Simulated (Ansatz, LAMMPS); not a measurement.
## Structural relaxation of Zn2+ triflate in diglyme, from a frame at 330 K (103 atoms)

How does Zn2+ triflate in diglyme, from a frame at 330 K (103 atoms) relax, and what do bonds, charges and levels look like afterwards?

Calculated with Ansatz 0.2.0; Kohn-Sham DFT, PBE+D3(BJ), PAW (set soft_2), plane waves.

## 1. The starting structure

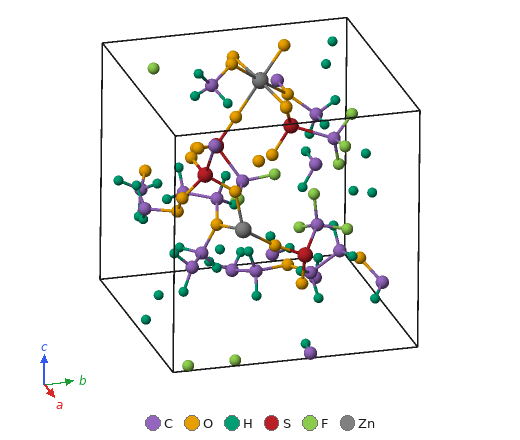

The starting structure, seen slightly off an axis (carbon purple, oxygen orange, hydrogen teal, sulfur red, fluorine green, zinc grey). Bonds to atoms that aren't drawn are left out.

The cell holds 103 atoms: 22 C, 21 O, 42 H, 4 S, 12 F and 2 Zn. Its edges and angles: a = 10.740 Å, b = 10.740 Å, c = 10.740 Å, α = 90.0°, β = 90.0°, γ = 90.0°. 3 diglyme, 2 Zn2+, 4 triflate placed at random, at 1.51 g/cm³; overlaps pushed apart, then 10 ps at 550 K with divalent ions of Li, Roberts, Chakravorty and Merz (J. Chem. Theory Comput. 9, 2733 (2013)); MMFF94 bonds, angles, torsions, charges and radii (Halgren, J. Comput. Chem. 17, 490 (1996)) in harmonic and 12-6 forms; charges of ions scaled by 0.8. Snapshot after 30 ps at 330 K and fixed volume.

What the set-up can't give: The network of contacts between molecules at the start is that of the classical potential that made the cell. The density was typed from a rule of thumb and may lie off the real one at this temperature. The Brillouin zone is sampled at Γ only, in a cell whose shortest periodic width is 11 Å.

## 2. How the cell was made

A classical potential supplies the starting structure, since it reaches far longer times than DFT.

This step: classical MD, divalent ions of Li, Roberts, Chakravorty and Merz (J. Chem. Theory Comput. 9, 2733 (2013)); MMFF94 bonds, angles, torsions, charges and radii (Halgren, J. Comput. Chem. 17, 490 (1996)) in harmonic and 12-6 forms; charges of ions scaled by 0.8 (LAMMPS 22 Jul 2025 - Update 4).

The input, in.lmp:

```
# Zn2+ triflate in diglyme
units real
atom_style full
boundary p p p
bond_style harmonic
angle_style harmonic
dihedral_style opls
improper_style harmonic
special_bonds lj 0 0 0.5 coul 0 0 0.75
read_data data.lmp
neigh_modify delay 0 every 1 check yes one 4000
comm_modify cutoff 12.0
timestep 0.5
thermo_style custom step time temp pe press density
thermo_modify norm yes
# push overlapping molecules apart
pair_style soft 2.6
pair_coeff * * 0.0
variable a equal ramp(1,60)
fix ad all adapt 1 pair soft a * * v_a
velocity all create 550 735717 mom yes dist gaussian
fix lim all nve/limit 0.03
fix lan all langevin 550 550 50 735718 zero yes
thermo 1000
run 3000 post no
unfix ad
pair_style lj/cut/coul/long 9.0
pair_modify mix arithmetic tail yes
pair_coeff 1 1 0.0678 3.3680   # C
pair_coeff 2 2 0.0763 3.0430   # O
pair_coeff 3 3 0.0216 2.5400   # H
pair_coeff 4 4 0.0763 3.0960   # O
pair_coeff 5 5 0.2681 3.4180   # S
pair_coeff 6 6 0.0801 2.5590   # F
# [... 19 lines left out ...]
compute msd all msd com yes
thermo 7500
fix md all nvt temp 330 330 100
run 30000 post no
print "== T330: mean square displacement over the hold $(c_msd[4]:%.2f) A^2"
unfix md
uncompute msd
write_dump all custom T330.dump id type xs ys zs modify sort id
```

Run with:

```sh
$ lmp -in in.lmp -log none -nocite
```

Numbers of over 12 decimals in the logs are rounded to 6 here.

What it wrote:

```text
LAMMPS (22 Jul 2025 - Update 4)
Reading data file ...
  orthogonal box = (0 0 0) to (10.74009 10.74009 10.74009)
  103 atoms
  orthogonal box = (0 0 0) to (10.74009 10.74009 10.74009)
  94 bonds
  165 angles
  144 dihedrals
WARNING: Bond/angle/dihedral extent > half of periodic box length
   Step          Time           Temp          PotEng         Press         Density
         0   0              550            0.98948607    -17606.848      1.5140007
      1000   500            514.32898      2.2677554      30234.037      1.5140007
      2000   1000           463.49235      2.3728251      25750.066      1.5140007
      3000   1500           513.3711       2.2695913      14928.863      1.5140007
WARNING: Bond/angle/dihedral extent > half of periodic box length
Loop time of 0.202875 s on 1 MPI rank(s) for 3000 steps with 103 atoms
PPPM initialization ...
WARNING: System is not charge neutral, net charge = -0.00032
  G vector (1/distance) = 0.31682094
  grid = 8 8 8
  estimated relative force accuracy = 1.8052231e-05
WARNING: Bond/angle/dihedral extent > half of periodic box length
   Step          Time           Temp          PotEng         Press         Density
      3000   1500           513.3711       4.7641281      5524.6099      1.5140007
[... 17 lines left out ...]
Loop time of 0.729637 s on 1 MPI rank(s) for 2000 steps with 103 atoms
WARNING: Bond/angle/dihedral extent > half of periodic box length
   Step          Time           Temp          PotEng         Press         Density
      2000   1000           526.23716      0.058738512    5028.7333      1.5140007
[... 5 lines left out ...]
WARNING: Bond/angle/dihedral extent > half of periodic box length
Loop time of 3.79854 s on 1 MPI rank(s) for 10000 steps with 103 atoms
WARNING: Bond/angle/dihedral extent > half of periodic box length
   Step          Time           Temp          PotEng         Press         Density
[... 4 lines left out ...]
WARNING: Bond/angle/dihedral extent > half of periodic box length
Loop time of 1.85267 s on 1 MPI rank(s) for 5000 steps with 103 atoms
WARNING: Bond/angle/dihedral extent > half of periodic box length
   Step          Time           Temp          PotEng         Press         Density
[... 2 lines left out ...]
     30000   29000          342.11298     -0.98335492     581.98714      1.5140007
     37500   36500          354.84902     -1.087142       585.81226      1.5140007
     45000   44000          345.44745     -1.049985       1360.3283      1.5140007
     47000   46000          338.07646     -1.1815225     -15.574345      1.5140007
WARNING: Bond/angle/dihedral extent > half of periodic box length
Loop time of 11.1454 s on 1 MPI rank(s) for 30000 steps with 103 atoms
== T330: mean square displacement over the hold 2.01 A^2
```

The job ended after 18 s (1 thread of Intel Xeon Platinum 8488C (Sapphire Rapids), shared host; peak memory 0.12 GiB).

The input also reads data.lmp (atoms, bonds and types; not printed here).

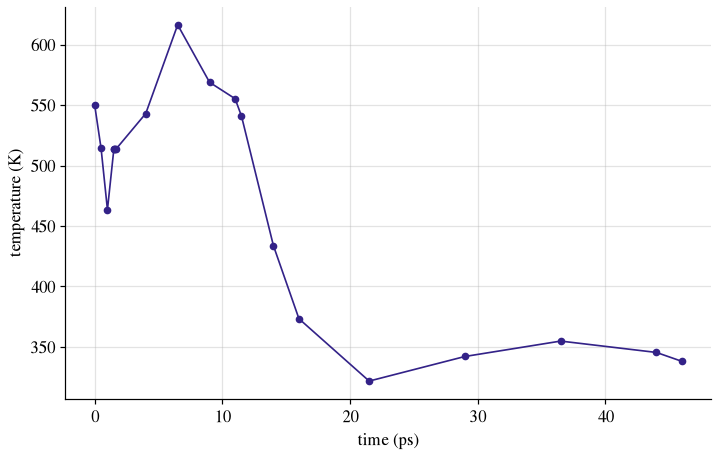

Temperature against time.

## 3. Single point at the start

The forces at the start show how far the geometry lies from a minimum of this functional.

The input, input.yaml:

```yaml
crystal:
  lattice:
    - [10.74009, 0.0, 0.0]
    - [0.0, 10.74009, 0.0]
    - [0.0, 0.0, 10.74009]
  atoms:
    - { symbol: C, position: [0.22923, 0.81164, 0.01041] }
    - { symbol: O, position: [0.17346, 0.69163, 0.98444] }
    - { symbol: C, position: [0.06132, 0.6857, 0.05632] }
    - { symbol: C, position: [0.99247, 0.56405, 0.01777] }
    - { symbol: O, position: [0.03748, 0.52396, 0.89976] }
    - { symbol: C, position: [0.96464, 0.58585, 0.80387] }
    - { symbol: C, position: [0.00796, 0.71505, 0.76808] }
    - { symbol: O, position: [0.13856, 0.71842, 0.76101] }
    - { symbol: C, position: [0.18399, 0.8225, 0.68268] }
    - { symbol: H, position: [0.17318, 0.88933, 0.9795] }
    - { symbol: H, position: [0.31618, 0.82044, 0.94741] }
    - { symbol: H, position: [0.25886, 0.81419, 0.10554] }
    - { symbol: H, position: [0.00628, 0.77348, 0.05225] }
    - { symbol: H, position: [0.0934, 0.66778, 0.14732] }
    - { symbol: H, position: [0.00798, 0.48719, 0.07745] }
    - { symbol: H, position: [0.88749, 0.57588, 0.01513] }
    - { symbol: H, position: [0.98222, 0.52786, 0.71965] }
    - { symbol: H, position: [0.86402, 0.57536, 0.82026] }
    - { symbol: H, position: [0.96782, 0.74044, 0.67646] }
    - { symbol: H, position: [0.98182, 0.78577, 0.83478] }
    - { symbol: H, position: [0.28375, 0.82703, 0.67809] }
    - { symbol: H, position: [0.14688, 0.80678, 0.5864] }
    - { symbol: H, position: [0.15254, 0.90963, 0.72059] }
    - { symbol: C, position: [0.1295, 0.12444, 0.41844] }
    - { symbol: O, position: [0.01015, 0.17735, 0.44362] }
    - { symbol: C, position: [0.90782, 0.10167, 0.39767] }
    - { symbol: C, position: [0.79082, 0.1759, 0.40403] }
    - { symbol: O, position: [0.80307, 0.2331, 0.52285] }
    - { symbol: C, position: [0.6898, 0.26672, 0.58424] }
    - { symbol: C, position: [0.59372, 0.15832, 0.58445] }
    - { symbol: O, position: [0.52382, 0.15577, 0.47711] }
    - { symbol: C, position: [0.4456, 0.04574, 0.46915] }
    - { symbol: H, position: [0.12758, 0.03297, 0.46506] }
    - { symbol: H, position: [0.2067, 0.16814, 0.46838] }
    - { symbol: H, position: [0.14584, 0.11171, 0.31185] }
    - { symbol: H, position: [0.93266, 0.05996, 0.3081] }
    - { symbol: H, position: [0.90548, 0.02868, 0.46326] }
    - { symbol: H, position: [0.708, 0.10988, 0.40176] }
    - { symbol: H, position: [0.77947, 0.24164, 0.32975] }
    - { symbol: H, position: [0.65048, 0.34902, 0.53504] }
    - { symbol: H, position: [0.70816, 0.29598, 0.6853] }
    - { symbol: H, position: [0.53735, 0.15484, 0.66805] }
    - { symbol: H, position: [0.64895, 0.07396, 0.5868] }
    - { symbol: H, position: [0.49842, 0.95974, 0.45997] }
    - { symbol: H, position: [0.39761, 0.02497, 0.55127] }
    - { symbol: H, position: [0.38382, 0.05811, 0.39944] }
    - { symbol: C, position: [0.55999, 0.9864, 0.10181] }
    - { symbol: O, position: [0.47357, 0.91989, 0.17815] }
    - { symbol: C, position: [0.53125, 0.81975, 0.24229] }
    - { symbol: C, position: [0.52898, 0.70156, 0.16168] }
    - { symbol: O, position: [0.40748, 0.64425, 0.15278] }
    - { symbol: C, position: [0.42397, 0.5098, 0.14734] }
    - { symbol: C, position: [0.30351, 0.44831, 0.10945] }
    - { symbol: O, position: [0.284, 0.44402, 0.97485] }
    - { symbol: C, position: [0.3531, 0.34235, 0.92295] }
    - { symbol: H, position: [0.63627, 0.93432, 0.06861] }
    - { symbol: H, position: [0.5084, 0.03557, 0.02568] }
    - { symbol: H, position: [0.59606, 0.06031, 0.16117] }
    - { symbol: H, position: [0.48124, 0.80791, 0.33028] }
    - { symbol: H, position: [0.63232, 0.84182, 0.25614] }
    - { symbol: H, position: [0.55876, 0.72628, 0.06244] }
    - { symbol: H, position: [0.59825, 0.63987, 0.20251] }
    - { symbol: H, position: [0.498, 0.49076, 0.07366] }
    - { symbol: H, position: [0.4415, 0.47338, 0.241] }
    - { symbol: H, position: [0.29723, 0.35618, 0.15346] }
    - { symbol: H, position: [0.23048, 0.50601, 0.15195] }
    - { symbol: H, position: [0.28894, 0.29368, 0.85779] }
    - { symbol: H, position: [0.3892, 0.27751, 0.99353] }
    - { symbol: H, position: [0.43183, 0.38471, 0.87314] }
    - { symbol: O, position: [0.57401, 0.58102, 0.89064] }
    - { symbol: S, position: [0.50438, 0.62265, 0.78163] }
    - { symbol: O, position: [0.51231, 0.5451, 0.66964] }
    - { symbol: O, position: [0.3762, 0.64083, 0.80997] }
    - { symbol: C, position: [0.56831, 0.77994, 0.73638] }
    - { symbol: F, position: [0.54338, 0.80784, 0.61538] }
    - { symbol: F, position: [0.51181, 0.86971, 0.80831] }
    - { symbol: F, position: [0.68866, 0.78978, 0.74889] }
    - { symbol: O, position: [0.882, 0.55997, 0.26971] }
    [... 19 atom lines left out ...]
    - { symbol: C, position: [0.3031, 0.48717, 0.48281] }
    - { symbol: F, position: [0.23724, 0.48226, 0.37125] }
    - { symbol: F, position: [0.32502, 0.6123, 0.50658] }
    - { symbol: F, position: [0.41814, 0.43754, 0.45636] }
    - { symbol: Zn, position: [0.95126, 0.29625, 0.55214] }
    - { symbol: Zn, position: [0.23146, 0.57773, 0.87021] }
kpoints:
  mp_grid: { grid: [1, 1, 1] }
hamiltonian:
  xc: pbe
  dispersion: d3bj
scf:
  occupations: { method: fixed }
output:
  forces: true
  stress: true
  populations: true
  dos:
    method: { smearing: { sigma: 0.15 } }
    de: 0.1
    projected: { site_lists: { C: [C], F: [F], H: [H], O: [O], S: [S] } }
  eigenvalues: true
```

Run with:

```sh
$ ansatz run input.yaml --threads 4 --pin off --max-ram 8192MiB --backend cpu --events-out ev --progress --plain --runs-dir out
```

What it wrote:

```text
Engine: ansatz 0.2.0, x86_64-unknown-linux-gnu
Pseudopotentials: kind: paw
Pseudopotential: C, paw, valence charge 4, recommended cutoff 420 eV (normal), C.paw.azcp
Pseudopotential: O, paw, valence charge 6, recommended cutoff 420 eV (normal), O.paw.azcp
Pseudopotential: H, paw, valence charge 1, recommended cutoff 420 eV (normal), H.paw.azcp
Pseudopotential: S, paw, valence charge 6, recommended cutoff 420 eV (normal), S.paw.azcp
Pseudopotential: F, paw, valence charge 7, recommended cutoff 420 eV (normal), F.paw.azcp
Pseudopotential: Zn, paw, valence charge 12, recommended cutoff 420 eV (normal), Zn.paw.azcp
[... 5 lines on functional and potentials left out ...]
Crystal: 103 atoms, lattice volume = 1238.864 Å³
Basis set: ecut = 420 eV, 24207 PW (Γ), exchange–correlation on 144×144×144 points (8 copies of the dense FFT grid, shifted against one another)
Bands: 297, of which v1, the nominal top of the filled ones, is band 194 counted from 1 (193 counted from 0)
Symmetry: 1 space group operations
Space group: P1 (ITA 1), of the structure as read, at distance tolerance 1.1e-4 Å
k-points: 1
[... 13 lines on functional and potentials left out ...]
Initial density: superposition of atomic densities (neutral atoms: chi_scale 0, normalization atom), corrected by the library's trained network
Initial wavefunctions: pseudopotential atomic-orbital guess
Functional: x = pbe(κ = 0.804, μ = 0.219515), c = pbe(β = 0.066725)
SCF iter   1: F=—  HF=-38033.234739 eV  |F-HF|=—  |Δ(HF+E_count)|=         —  Δρ=5.64e-3  dr2=5.98e-1  ethr=1.77e-3  ⟨swp⟩=5.0  Hψ=1110  notcnv=0  defer=101
preconditioner: auto → Resta (q_TF=auto, 2.248 Å⁻¹)  ε∞=2.6  [insulator: Δε(μ)=4.844 eV  Ē_g=16.344 eV  n_scr=250 (ndim 8)  ℏωp=20.4 eV  f_vac=0.326  ε∞_Penn≈2.6]
SCF iter   2: F=—  HF=-38033.081887 eV  |F-HF|=—  |Δ(HF+E_count)|=   1.53e-1  Δρ=3.04e-3  dr2=1.33e-1  ethr=1.54e-4  ⟨swp⟩=3.0  Hψ=380  notcnv=0  defer=101
SCF iter   3: F=—  HF=-38033.071917 eV  |F-HF|=—  |Δ(HF+E_count)|=   9.97e-3  Δρ=1.58e-3  dr2=4.41e-2  ethr=3.44e-5  ⟨swp⟩=3.0  Hψ=384  notcnv=0  defer=101
SCF iter   4: F=—  HF=-38033.062937 eV  |F-HF|=—  |Δ(HF+E_count)|=   8.98e-3  Δρ=5.47e-4  dr2=5.60e-3  ethr=1.14e-5  ⟨swp⟩=3.0  Hψ=385  notcnv=0  defer=101
SCF iter   5: F=—  HF=-38033.061810 eV  |F-HF|=—  |Δ(HF+E_count)|=   1.13e-3  Δρ=3.18e-4  dr2=1.20e-3  ethr=1.44e-6  ⟨swp⟩=2.0  Hψ=513  notcnv=0  defer=101
SCF iter   6: F=—  HF=-38033.061546 eV  |F-HF|=—  |Δ(HF+E_count)|=   2.64e-4  Δρ=1.22e-4  dr2=1.69e-4  ethr=3.09e-7  ⟨swp⟩=2.0  Hψ=383  notcnv=0  defer=101
SCF iter   7: F=—  HF=-38033.061535 eV  |F-HF|=—  |Δ(HF+E_count)|=   1.09e-5  Δρ=4.13e-5  dr2=2.03e-5  ethr=4.35e-8  ⟨swp⟩=2.0  Hψ=372  notcnv=0  defer=100
SCF iter   8: F=—  HF=-38033.063573 eV  |F-HF|=—  |Δ(HF+E_count)|=   2.04e-3  Δρ=2.20e-5  dr2=5.19e-6  ethr=5.22e-9  ⟨swp⟩=2.0  Hψ=386  notcnv=0  defer=96
SCF iter   9: F=—  HF=-38033.063572 eV  |F-HF|=—  |Δ(HF+E_count)|=   1.18e-6  Δρ=6.20e-6  dr2=5.96e-7  ethr=1.34e-9  ⟨swp⟩=2.0  Hψ=367  notcnv=0  defer=98
SCF iter  10: F=—  HF=-38033.063572 eV  |F-HF|=—  |Δ(HF+E_count)|=   2.31e-8  Δρ=3.51e-6  dr2=1.49e-7  ethr=1.54e-10  ⟨swp⟩=2.0  Hψ=385  notcnv=0  defer=99
SCF iter  11: F=-38033.063572 eV  HF=-38033.063572 eV  |F-HF|=1.78e-8  |Δ(HF+E_count)|=   3.61e-8  Δρ=1.32e-6  dr2=2.33e-8  ethr=2.58e-11  ⟨swp⟩=17.0  Hψ=1909  notcnv=0
SCF 1 converged in 11 iterations: F = -38033.063572 eV  dr2 = 2.33e-8
  greatest PAW one-centre occupation: 0.992 electrons in one spin orbital (limit 2), on the Zn atom at site 102 (counted from 0), in its partial waves of l = 2
SCF converged after 11 iterations
Free energy (F): -38033.063572 eV
Harris-Foulkes:  -38033.063572 eV  (|F-HF|=1.78e-8)
Internal energy: -38033.063572 eV  (E = F + TS)
E sigma→0 (E₀):  -38033.063572 eV
Fermi energy:    0.195797 eV
--- Per-component energies (eV) ---
  E_band       = -3351.541180
  E_kinetic    = 9491.582190
  E_local      = -49575.126819  (includes V_loc(G=0)·N_el)
  E_nonlocal   = 3906.341020
  E_hartree    = 20415.982360
  E_xc         = -4594.688701
  E_vxc        = -5442.743446  (∫ρ·V_xc dr)
  E_paw        = -14011.139347  (= ΣΔE_a)
  E_vpaw       = -2563.576719  (= ΣTr[D̂ρ^β])
  E_aug_tail   = 0.017659  (compensation charges beyond the density's cutoff)
  E_ewald      = -3660.230438
  E_disp       = -5.801495  (pairwise vdW)
  E_smearing   = -0.000000  (= −TS)
  E_closure    = 0.000000  (closes the sum)
  Σ components = -38033.063572   (vs F -38033.063572, Δ=0.00e0)
--- Forces (eV/Å), atoms counted from 1 ---
  atom   1  C      2.43309916    -0.32741805    -2.19627600
  atom   2  O     -0.85520094     3.00879898     2.34502880
  atom   3  C     -0.67117163    -1.25123450    -0.30138689
  atom   4  C     -1.14098925     1.08767079    -0.53515536
  atom   5  O     -1.53258505     0.59291737    -0.64951900
  atom   6  C      0.60302007    -1.49766745    -1.93737037
  atom   7  C     -0.46408678     0.53458402    -0.05355995
  atom   8  O      1.14100092     1.11012342    -1.81075439
  atom   9  C     -1.19863422    -1.22772159    -0.53397361
  atom  10  H     -0.86256108     0.17784763     0.15787249
  atom  11  H     -1.14409670    -0.42274727     1.12876052
  atom  12  H      0.11228908     0.23134260     0.75482457
  atom  13  H      0.28892394    -0.48773880    -0.27143768
  atom  14  H      0.05265732     0.30303043     1.84988109
[...]
atom 102  Zn     0.83707462     2.11502660     0.13495776
  atom 103  Zn    -1.19185384    -0.62520589    -0.64813847
  max |Σ_I F_I| component: 9.44e-5 eV/Å
--- Stress (GPa, compression-positive) ---
        4.258115      -0.735693       0.025507
       -0.735694       2.394573       0.080617
        0.025507       0.080617       2.987069
  P = ⅓ Tr σ = 3.2133 GPa (32.133 kbar)
--- Band table (eV) ---
  k-point 0: bands = ["-28.1219", "-27.7622", "-27.4843", "-26.9201", [... 281 levels ...], "10.5343", "10.5956", "10.6603", "10.7326", "10.7947", "10.8651", "10.8695", "10.9261", "10.9714", "11.0792", "11.0975", "11.1254"]
--- Löwdin populations: 103 sites ---
  site symbol       q [e]
     0      C      4.2401
     1      O      6.3909
     2      C      4.0963
[...]
102     Zn     10.4368
  spilling = 0.014161 (of n_electrons = 388.000000)
```

The job ended after 8.5 s (4 threads of Intel Xeon Platinum 8488C (Sapphire Rapids), shared host; peak memory 1.5 GiB; 31 s of CPU time).

In the SCF lines HF is the Harris–Foulkes energy and dr2 the Hartree energy of the density residual, in eV; the loop may stop once dr2 is under the threshold and the program's other checks hold. Hψ counts applications of the Hamiltonian.

Read from the output:

* free energy: -38033.0636 eV
* free energy per atom: -369.2530 eV/atom
* SCF cycles: 11
* pressure: 3.213 GPa
* r.m.s. force component: 1.103 eV/Å
* longest force: 4.77 eV/Å
* Fermi energy: 0.1958 eV
* gap (highest filled to lowest empty level): 4.342 eV
* spilling of the projection: 0.01416

The r.m.s. force component of 1.1 eV/Å and the pressure of 3.2 GPa set the starting point.

Length of the force by element:

```
element  coordination  atoms  mean length of the force (eV/Å)  spread  least  most
      C           all     22                             1.94   0.811  0.710  3.70
      F           all     12                             1.07   0.427  0.380  1.78
      H           all     42                            0.998   0.620  0.250  3.46
      O           all     21                             2.22    1.36  0.437  4.77
      S           all      4                             3.60   0.898   2.15  4.39
     Zn           all      2                             1.89   0.392   1.49  2.28
```

(Part 1 of 3 ends here.)

[Logs are printed without paths, hosts, clocks, repeated set-up lines and the standing remarks that a program may print on its own settings, such as how far it seeks lower states.]

[Hosts, paths, dates, database ids (printed as entryN), source tags and the programs' standing remarks are cut or masked in the printed files.]

[The MMFF94 radii named for the starting cell were scaled by 0.96; in molecules described by MMFF94, hydrogen bound to N, O or S took a small fixed 12-6 site in their place.]
